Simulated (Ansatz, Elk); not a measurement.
# How far do independent atoms describe LiZn4As3?

The structure of LiZn4As3 used here is made up (a known structure type with other elements) and was relaxed beforehand with PBE. The aim is the Fourier transform of its all-electron density, F(hkl), set beside the sum over free spherical atoms that refinements use.

Program: Elk 11.2.3 (patched build). Level of theory: DFT, PBE, all-electron APW+lo, Dirac cores, scalar-relativistic bands, static density, no spin. Results are calculated unless marked as measured.

The structure was built from a prototype and need not be the compound's stable phase.

## Step 1: The starting structure

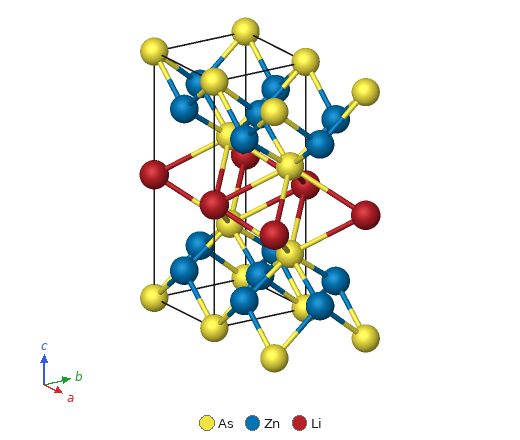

Start, viewed from a free direction; arsenic yellow, zinc blue, lithium red. 2×1×1 cells are drawn. Some periodic images of atoms are drawn too.

Coordinates:

```cif
data_structure
_symmetry_space_group_name_H-M 'P4/mmm'
_symmetry_Int_Tables_number 123
_cell_length_a 4.1050
_cell_length_b 4.1050
_cell_length_c 9.8001
_cell_angle_alpha 90.000
_cell_angle_beta 90.000
_cell_angle_gamma 90.000
_cell_volume 165.14
loop_
_atom_site_label
_atom_site_type_symbol
_atom_site_symmetry_multiplicity
_atom_site_Wyckoff_symbol
_atom_site_fract_x
_atom_site_fract_y
_atom_site_fract_z
_atom_site_occupancy
As1 As 1 a 0.00000 0.00000 0.00000 1
As2 As 2 h 0.50000 0.50000 0.67808 1
Zn1 Zn 4 i 0.50000 0.00000 0.82813 1
Li1 Li 1 b 0.00000 0.00000 0.50000 1
```

## Step 2: Ground state and structure factors

An all-electron density is needed, since X-rays see the cores too. Task 0 finds the density and task 195 Fourier-transforms it; tshift is off so that phases refer to the origin typed.

Input file elk.in:

```
tasks
  0
  195

xctype
  20

spinpol
  .false.

rgkmax
  7.0

gmaxvr
  14.0

lmaxo
  7

lmaxapw
  8

swidth
  0.002

tshift
  .false.

ramdisk
  .false.

hmaxvr
  5.5

maxscl
  120

epspot
  1e-06

sppath
  './'

avec
  7.75728090479 -0.00000000000 0.00000000000
  -0.00000000000 7.75728090479 0.00000000000
  0.00000000000 0.00000000000 18.51957675773

atoms
  3
  'As.in'
  3
  -0.0000000000 0.0000000000 -0.0000000000   0.000000 0.000000 0.000000
  0.5000000000 0.5000000000 0.6780827389   0.000000 0.000000 0.000000
  0.5000000000 0.5000000000 0.3219172611   0.000000 0.000000 0.000000
  'Zn.in'
  4
  0.5000000000 -0.0000000000 0.8281287159   0.000000 0.000000 0.000000
  -0.0000000000 0.5000000000 0.8281287159   0.000000 0.000000 0.000000
  0.5000000000 -0.0000000000 0.1718712841   0.000000 0.000000 0.000000
  -0.0000000000 0.5000000000 0.1718712841   0.000000 0.000000 0.000000
  'Li.in'
  1
  -0.0000000000 0.0000000000 0.5000000000   0.000000 0.000000 0.000000

ngridk
  6 6 3
```

Command:

```bash
$ OMP_NUM_THREADS=4 elk
```

Numbers of over 12 decimals in the logs are rounded to 6 here.

The program printed:

```text
┌─────────────────────────┐
│ Elk code version 11.2.3 │
└─────────────────────────┘

All units are atomic (Hartree, Bohr, etc.)

┌─────────────────────────────────────────────────┐
│ Ground-state run starting from atomic densities │
└─────────────────────────────────────────────────┘

Lattice vectors :
   7.757280905      -0.000000000       0.000000000
  -0.000000000       7.757280905       0.000000000
   0.000000000       0.000000000       18.51957676

Reciprocal lattice vectors :
  0.8099726417       0.000000000      -0.000000000
   0.000000000      0.8099726417      -0.000000000
  -0.000000000      -0.000000000      0.3392726189

Unit cell volume      :    1114.423070
Brillouin zone volume :   0.2225817288

Muffin-tin inner radius fraction :   0.1000000000E-01

Nuclei treated as point charges

Species : 1 (As)
 parameters loaded from : As.in
 name : arsenic
 nuclear charge    :   -33.00000000
 electronic charge :    33.00000000
 atomic mass :    136573.7220
 muffin-tin radius :    2.360661043
 number of radial points in muffin-tin :    993
 inner part over the whole radius :   0.9909953645E-02
 number on inner part of muffin-tin    :    702
 approximate nuclear radius :   0.7712558785E-04
 number of mesh points to nuclear radius :    342
 atomic positions (lattice), magnetic fields (Cartesian) :
  1 :   0.00000000  0.00000000  0.00000000    0.00000000  0.00000000  0.00000000
  2 :   0.50000000  0.50000000 -0.32191726    0.00000000  0.00000000  0.00000000
  3 :   0.50000000  0.50000000  0.32191726    0.00000000  0.00000000  0.00000000

Species : 2 (Zn)
 parameters loaded from : Zn.in
 name : zinc
 nuclear charge    :   -30.00000000
 electronic charge :    30.00000000
 atomic mass :    119233.3130
 muffin-tin radius :    2.360661043
 number of radial points in muffin-tin :    993
 inner part over the whole radius :   0.9891845493E-02
 number on inner part of muffin-tin    :    701
 approximate nuclear radius :   0.7484757725E-04
 number of mesh points to nuclear radius :    338
 atomic positions (lattice), magnetic fields (Cartesian) :
  1 :   0.50000000  0.00000000 -0.17187128    0.00000000  0.00000000  0.00000000
  2 :   0.00000000  0.50000000 -0.17187128    0.00000000  0.00000000  0.00000000
  3 :   0.50000000  0.00000000  0.17187128    0.00000000  0.00000000  0.00000000
  4 :   0.00000000  0.50000000  0.17187128    0.00000000  0.00000000  0.00000000

Species : 3 (Li)
 parameters loaded from : Li.in
 name : lithium
 nuclear charge    :   -3.000000000
 electronic charge :    3.000000000
 atomic mass :    12652.66898
 muffin-tin radius :    1.800000000
 number of radial points in muffin-tin :    593
 inner part over the whole radius :   0.9806707936E-02
 number on inner part of muffin-tin    :    401
 approximate nuclear radius :   0.4000070961E-04
 number of mesh points to nuclear radius :    148
 atomic positions (lattice), magnetic fields (Cartesian) :
  1 :   0.00000000  0.00000000  0.50000000    0.00000000  0.00000000  0.00000000

Total number of atoms per unit cell :    8
Total muffin-tin volume :    410.1626937
 ratio of muffin-tin to unit cell volume :   0.3680493566

Spin treatment :
 spin-unpolarised

Number of Bravais lattice symmetries :   16
Number of crystal symmetries         :   16
Crystal has inversion symmetry
Real symmetric eigensolver will be used

k-point grid :      6     6     3
k-point offset :    0.000000000       0.000000000       0.000000000
k-point set is reduced with full crystal symmetry group
Total number of k-points :       20

Muffin-tin radius times maximum |G+k| :    7.000000000
 using average radius
Maximum |G+k| for APW functions       :    3.055996670
Maximum (1/2)|G+k|²                   :    4.669557823
Maximum |G| for potential and density :    14.00000000
Constant for pseudocharge density :    8
 order of it for each species :   15  15  15
 order of it for pair densities of each species (exact exchange by exxq0 0: 16) :   10  10   5
Radial integration step length :    1

[...]
(states/Hartree/unit cell)

Estimated indirect band gap :   0.1834467672E-01
 from k-point 11 to k-point 1
Estimated direct band gap   :   0.1883124262E-01
 at k-point 1

Charges :
 core                        :    102.0000000
 valence                     :    120.0000000
 interstitial                :    10.52488771
 muffin-tins (core leakage)
  species : 1 (As)
[...]
species : 2 (Zn)
[...]
species : 3 (Li)
   atom 1                    :    2.025772693     (   0.000000000    )
 total in muffin-tins        :    211.4751123
 total calculated charge     :    221.9983962
 total charge                :    222.0000000
 error                       :   0.1603769637E-02

RMS change in Kohn-Sham potential (target) :    4.999281076     (  0.1000000000E-05)
Absolute change in total energy (target)   :    11.66820365     (  0.1000000000E-03)

[... loops 3 to 17 left out ...]

┌──────────────────┐
│ Loop number : 18 │
└──────────────────┘

Energies :
 Fermi                       :     0.169871
 sum of occupied eigenvalues :     -8043.4006374579
 electron kinetic            :      14259.385883555
 core electron kinetic       :      12853.014748971
 Coulomb                     :     -27694.514921295
 Coulomb potential           :     -21600.322542806
 nuclear-nuclear             :     -1461.9647685471
 electron-nuclear            :     -30902.713307208
 Hartree                     :      4670.1631544596
 Madelung                    :     -16894.353649892
 xc potential                :     -702.46397820682
 exchange                    :     -529.43685079680
 correlation                 :     -10.730366323146
 electron entropic           :    -0.27083439743497E-03
 total energy                :     -13975.296525695

Density of states at Fermi energy :    18.42516140
 (states/Hartree/unit cell)

Estimated indirect band gap :   0.4249313646E-02
 from k-point 1 to k-point 1
Estimated direct band gap   :   0.4249313646E-02
 at k-point 1

Charges :
 core                        :    102.0000000
 valence                     :    120.0000000
 interstitial                :    10.45103966
 muffin-tins (core leakage)
  species : 1 (As)
[...]
species : 2 (Zn)
[...]
species : 3 (Li)
   atom 1                    :    2.033054489     (   0.000000000    )
 total in muffin-tins        :    211.5489603
 total calculated charge     :    221.9984002
 total charge                :    222.0000000
 error                       :   0.1599828565E-02

RMS change in Kohn-Sham potential (target) :   0.2263380561E-06 (  0.1000000000E-05)
Absolute change in total energy (target)   :   0.4091379196E-04 (  0.1000000000E-03)

Convergence targets achieved

┌──────────────────┐
│ Loop number : 19 │
└──────────────────┘

Energies :
 Fermi                       :     0.169871
 sum of occupied eigenvalues :     -8043.4006308796
 electron kinetic            :      14259.385884229
 core electron kinetic       :      12853.014752222
 Coulomb                     :     -27694.514914800
 Coulomb potential           :     -21600.322558020
 nuclear-nuclear             :     -1461.9647685471
 electron-nuclear            :     -30902.713279105
 Hartree                     :      4670.1631328521
 Madelung                    :     -16894.353635790
 xc potential                :     -702.46395708903
 exchange                    :     -529.43685025304
 correlation                 :     -10.730366311970
 electron entropic           :    -0.27083396983441E-03
 total energy                :     -13975.296517970

Density of states at Fermi energy :    18.42511868
 (states/Hartree/unit cell)

Estimated indirect band gap :   0.4249344439E-02
 from k-point 1 to k-point 1
Estimated direct band gap   :   0.4249344439E-02
 at k-point 1

Charges :
 core                        :    102.0000000
 valence                     :    120.0000000
 interstitial                :    10.45103985
 muffin-tins (core leakage)
  species : 1 (As)
[...]
species : 2 (Zn)
[...]
atom 2                    :    28.82009626     (  0.1021895422E-03)
   atom 3                    :    28.82009626     (  0.1021895422E-03)
   atom 4                    :    28.82009626     (  0.1021895422E-03)
  species : 3 (Li)
   atom 1                    :    2.033054506     (   0.000000000    )
 total in muffin-tins        :    211.5489602
 total calculated charge     :    221.9984002
 total charge                :    222.0000000
 error                       :   0.1599828556E-02

┌──────────────────────────────┐
│ Self-consistent loop stopped │
└──────────────────────────────┘

Warning : core states of species 1 leak from the muffin-tin :   0.1814858843E-03

Warning : core states of species 2 leak from the muffin-tin :   0.1021895422E-03

Wrote STATE.OUT
```

It took 57 s on 4 threads of AMD EPYC 7R13 (Zen 3), shared host; peak memory 0.32 GiB.

SFACRHO.OUT:

```text

h k l indices transformed by vhmat matrix:
   1.000000000       0.000000000       0.000000000    
   0.000000000       1.000000000       0.000000000    
   0.000000000       0.000000000       1.000000000    

      h      k      l  multipl.   |H|            Re(F)            Im(F)           |F|

      0      0      0      1   0.0000000       222.00000     -0.56706409E-16   222.00000    
      0      0      1      2  0.33927262       56.786256     -0.28589364E-13   56.786256    
      0      0      2      2  0.67854524      -67.036855      0.18444809E-13   67.036855    
      0     -1      0      4  0.80997264      -27.813629      0.34583086E-13   27.813629    
      0      1      1      8  0.87815807       52.892472      0.10136803E-13   52.892472    
      0      0      3      2   1.0178179      -21.391499      0.15524851E-12   21.391499    
      0      1     -2      8   1.0566359       64.663736     -0.28412508E-14   64.663736    
     -1     -1      0      4   1.1454743      -16.610152     -0.24915249E-14   16.610152    
      1      1     -1      8   1.1946620      -45.237229     -0.48883786E-13   45.237229    
     -1      0      3      8   1.3007724      -26.891836     -0.64511183E-13   26.891836    
      1      1      2      8   1.3313658       49.155540     -0.59133945E-13   49.155540    
      0      0      4      2   1.3570905      -21.061007      0.44079955E-13   21.061007    
      1      1     -3      8   1.5323396       163.80217      0.11657928E-12   163.80217    
      0      1     -4      8   1.5804272       37.973674     -0.24509419E-13   37.973674    
      0      2      0      4   1.6199453       165.19343      0.60533393E-13   165.19343    
      0      2      1      8   1.6550917       43.533765     -0.90131753E-14   43.533765    
      0      0     -5      2   1.6963631       41.453041      0.14029030E-12   41.453041    
      0     -2      2      8   1.7563161      -52.416653      0.56599360E-13   52.416653
```

Elk indexes on the primitive cell of elk.in and gives |H| = 4π sin θ/λ in inverse bohr. Below, one row stands for each form hkl of the conventional cell (m members, Friedel mates merged), F is for one primitive cell and the density is static (no thermal factor). Free-atom factors are Waasmaier and Kirfel's, and R is Σm||F|−|F'||/Σm|F|.

| hkl | m | sin θ/λ (Å⁻¹) | abs F, DFT | neutral atoms | diff. |
| --- | --- | --- | --- | --- | --- |
| 001 | 2 | 0.051 | 56.786 | 56.794 | -0.008 |
| 002 | 2 | 0.102 | 67.037 | 66.933 | +0.104 |
| 100 | 4 | 0.122 | 27.814 | 27.488 | +0.325 |
| 101 | 8 | 0.132 | 52.892 | 52.500 | +0.392 |
| 003 | 2 | 0.153 | 21.392 | 22.199 | -0.808 |
| 102 | 8 | 0.159 | 64.664 | 64.322 | +0.342 |
| 110 | 4 | 0.172 | 16.610 | 17.308 | -0.698 |
| 111 | 8 | 0.180 | 45.237 | 45.552 | -0.315 |
| 103 | 8 | 0.196 | 26.892 | 26.933 | -0.041 |
| 112 | 8 | 0.200 | 49.156 | 49.453 | -0.297 |
| 004 | 2 | 0.204 | 21.061 | 21.372 | -0.311 |
| 113 | 8 | 0.230 | 163.802 | 164.712 | -0.910 |
| 104 | 8 | 0.238 | 37.974 | 38.120 | -0.146 |
| 200 | 4 | 0.244 | 165.193 | 166.341 | -1.148 |

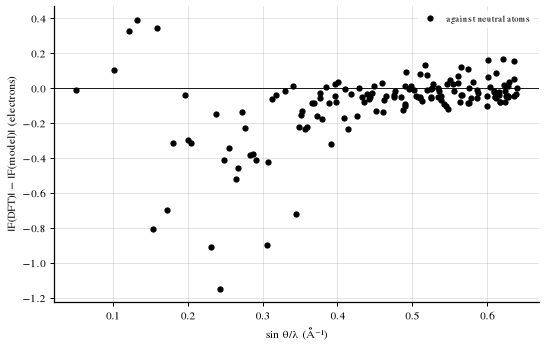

Difference between the calculated structure factors and the independent-atom ones.

## Step 3: The highest occupied states alone

An energy window below the Fermi level keeps the highest occupied states, to see at which angles they scatter; shallow core shells can lie inside it and anion s states outside. No new self-consistency is needed.

elk.in: that of step 2 with these lines changed.

```diff
@@ -1,3 +1,2 @@
 tasks
-  0
   195
@@ -40,2 +39,5 @@
 
+wsfac
+  -0.197620 0.469870
+
 sppath
```

Command:

```bash
$ OMP_NUM_THREADS=4 elk
```

The program printed:

```text
┌─────────────────────────────────┐
│ Elk code version 11.2.3 started │
└─────────────────────────────────┘

Info(readinput): the functional depends on the density's gradient
 muffin-tin radial points multiplied by    2.00000
 (not where nrmtscf is given)

┌────────────────────┐
│ Current task : 195 │
└────────────────────┘
Info(checkmt): changed muffin-tin radius of species 1 (As) from   2.4000 to   2.3607
Info(checkmt): changed muffin-tin radius of species 2 (Zn) from   2.4000 to   2.3607

Info(sfacrho): density structure factors written to SFACRHO.OUT

 Energy window :  -0.1976200000      0.4698700000

┌──────────────────┐
│ Elk code stopped │
└──────────────────┘
```

Wall time 15 s (4 threads); peak memory 0.25 GiB; 18 s of CPU time.

States within 10 eV below the Fermi level hold 58.00 electrons; any levels below the window count with the cores. Their amplitudes can exceed the total, where window and core parts have opposite phase:

| hkl | sin θ/λ (Å⁻¹) | abs F, window | abs F, all |
| --- | --- | --- | --- |
| 001 | 0.051 | 20.595 | 56.786 |
| 002 | 0.102 | 22.237 | 67.037 |
| 100 | 0.122 | 1.706 | 27.814 |
| 101 | 0.132 | 3.076 | 52.892 |
| 003 | 0.153 | 30.755 | 21.392 |
| 102 | 0.159 | 2.160 | 64.664 |
| 110 | 0.172 | 30.097 | 16.610 |
| 111 | 0.180 | 14.962 | 45.237 |
| 103 | 0.196 | 0.523 | 26.892 |
| 112 | 0.200 | 16.638 | 49.156 |

## Step 4: Another functional

The difference from free atoms is small, so it is set against the change that LDA (Perdew-Wang) makes.

elk.in: that of step 3 with these lines changed.

```diff
@@ -1,2 +1,3 @@
 tasks
+  0
   195
@@ -4,3 +5,3 @@
 xctype
-  20
+  3
 
@@ -39,5 +40,2 @@
 
-wsfac
-  -0.197620 0.469870
-
 sppath
```

Command:

```bash
$ OMP_NUM_THREADS=4 elk
```

The program printed:

```text
┌─────────────────────────┐
│ Elk code version 11.2.3 │
└─────────────────────────┘

All units are atomic (Hartree, Bohr, etc.)

┌─────────────────────────────────────────────────┐
│ Ground-state run starting from atomic densities │
└─────────────────────────────────────────────────┘

Lattice vectors :
   7.757280905      -0.000000000       0.000000000
  -0.000000000       7.757280905       0.000000000
   0.000000000       0.000000000       18.51957676

Reciprocal lattice vectors :
  0.8099726417       0.000000000      -0.000000000
[...]
atom 4                    :    28.83909687     (  0.1034574290E-03)
  species : 3 (Li)
   atom 1                    :    2.032014200     (   0.000000000    )
 total in muffin-tins        :    211.6318410
 total calculated charge     :    221.9983765
 total charge                :    222.0000000
 error                       :   0.1623476602E-02

┌──────────────────────────────┐
│ Self-consistent loop stopped │
└──────────────────────────────┘

Warning : core states of species 1 leak from the muffin-tin :   0.1804992139E-03

Warning : core states of species 2 leak from the muffin-tin :   0.1034574290E-03

Wrote STATE.OUT
[key lines of the parts left out:]
total energy                :     -13955.403402599
```

Elapsed: 38 s, on 4 threads; peak memory 0.27 GiB; 1.8 min of CPU time.

Against the first run R = 0.07 %; the largest change is -0.117 at 206.

## Step 5: Basis size

A smaller basis shows how fast F responds to it; the change is likely larger than the basis error of the first run, but doesn't show convergence.

elk.in: that of step 4 with these lines changed.

```diff
@@ -5,3 +5,3 @@
 xctype
-  3
+  20
 
@@ -11,3 +11,3 @@
 rgkmax
-  7.0
+  5.5
```

Command:

```bash
$ OMP_NUM_THREADS=4 elk
```

The program printed:

```text
┌─────────────────────────┐
│ Elk code version 11.2.3 │
└─────────────────────────┘

All units are atomic (Hartree, Bohr, etc.)

┌─────────────────────────────────────────────────┐
│ Ground-state run starting from atomic densities │
└─────────────────────────────────────────────────┘

Lattice vectors :
   7.757280905      -0.000000000       0.000000000
  -0.000000000       7.757280905       0.000000000
   0.000000000       0.000000000       18.51957676

Reciprocal lattice vectors :
  0.8099726417       0.000000000      -0.000000000
[...]
atom 4                    :    28.79176248     (  0.1026644990E-03)
  species : 3 (Li)
   atom 1                    :    2.031211011     (   0.000000000    )
 total in muffin-tins        :    211.3813382
 total calculated charge     :    221.9984778
 total charge                :    222.0000000
 error                       :   0.1522227357E-02

┌──────────────────────────────┐
│ Self-consistent loop stopped │
└──────────────────────────────┘

Warning : core states of species 1 leak from the muffin-tin :   0.1820370142E-03

Warning : core states of species 2 leak from the muffin-tin :   0.1026644990E-03

Wrote STATE.OUT
[key lines of the parts left out:]
total energy                :     -13975.108943755
```

Wall time 48 s (4 threads); peak memory 0.3 GiB; 2.1 min of CPU time.

Against the first run R = 0.03 %; the largest change is +0.105 at 220.

## Step 6: Settings against the effect

| run | R against the first run (%) | R against neutral atoms, low angle (%) | wall time |
| --- | --- | --- | --- |
| PBE, rgkmax 7 | 0.00 | 0.73 | 57 s |
| LDA (Perdew-Wang) | 0.07 | 0.74 | 38 s |
| rgkmax 5.5 | 0.03 | 0.72 | 48 s |

## Step 7: Results

| Item | Value |
| --- | --- |
| R against neutral atoms, sin θ/λ < 0.3 Å⁻¹ | 0.73 % |
| R against neutral atoms, 0.3 to 0.64 Å⁻¹ | 0.21 % |

In words: Independent neutral atoms miss the calculated amplitudes by R = 0.73 % below 0.3 Å⁻¹ and 0.21 % from there to 0.64 Å⁻¹; by shells, 0.60 % below 0.15 Å⁻¹ (4 forms), 0.74 % 0.15 to 0.3 (19 forms), 0.27 % 0.3 to 0.45 (38 forms), 0.18 % above 0.45 (88 forms). Bonding, aspherical density and the tables' own atoms all enter these figures, and the runs don't part them. The largest change of an amplitude is -1.15 electrons, at 200. The window's part falls from 58.0 electrons at the origin to at most 11.68 between 0.45 and 0.64 Å⁻¹, where compact states inside the window still scatter. Below 0.3 Å⁻¹ the changes that finished (LDA (Perdew-Wang) and rgkmax 5.5) move F by R = 0.02 % at most, against the 0.73 % that separates it from free atoms. The k-mesh has no finished test. Part of the difference isn't bonding: the tables are fits to free atoms and ions calculated by other methods than this functional. Thermal motion, anomalous dispersion and extinction are left out.

[Logs are printed without paths, hosts, clocks, repeated set-up lines and the standing remarks that a program may print on its own settings, such as how far it seeks lower states.]

[Hosts, paths, dates, database ids (printed as entryN), source tags and the programs' standing remarks are cut or masked in the printed files.]
